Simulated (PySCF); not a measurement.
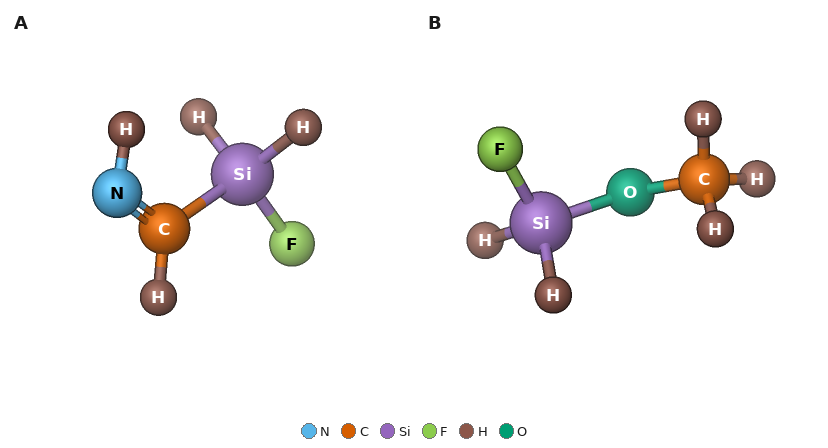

Two related species, optimised with PBE0-D3(BJ)/def2-SVP; properties computed with PySCF 2.14.0. Both: charge 0, singlet.

Identify both.

Answer. A is CH4FNSi ([H]/N=C\[SiH2]F), B is CH5FOSi (CO[SiH2]F).

Compare them. With PBE0/pcSseg-1: dipole moment (D), HOMO–LUMO gap (eV), HOMO energy (Kohn–Sham orbital) (eV), shielding of Si (ppm), Hirshfeld charge of Si (e), IAO charge of Si (e). With CAM-B3LYP/def2-SVPD: lowest vertical singlet excitation (eV), mean static polarisability (bohr³). With PBE0-D3(BJ)/def2-SVP: mean Si–F length (Å), mean Si–H length (Å).

```json
{"quantity": "dipole moment (D)", "A": "1.55", "B": "1.72"}
{"quantity": "HOMO–LUMO gap (eV)", "A": "6.26", "B": "9.75"}
{"quantity": "HOMO energy (Kohn–Sham orbital) (eV)", "A": "−7.57", "B": "−8.72"}
{"quantity": "shielding of Si (ppm)", "A": "379.3", "B": "371.2"}
{"quantity": "Hirshfeld charge of Si (e)", "A": "0.43", "B": "0.48"}
{"quantity": "IAO charge of Si (e)", "A": "1.04", "B": "1.26"}
{"quantity": "lowest vertical singlet excitation (eV)", "A": "4.28", "B": "8.05"}
{"quantity": "mean static polarisability (bohr³)", "A": "45.9", "B": "42.6"}
{"quantity": "mean Si–F length (Å)", "A": "1.626", "B": "1.622"}
{"quantity": "mean Si–H length (Å)", "A": "1.490", "B": "1.485"}
```

Each is one conformer, and no frequency run is at hand to confirm it as a minimum.
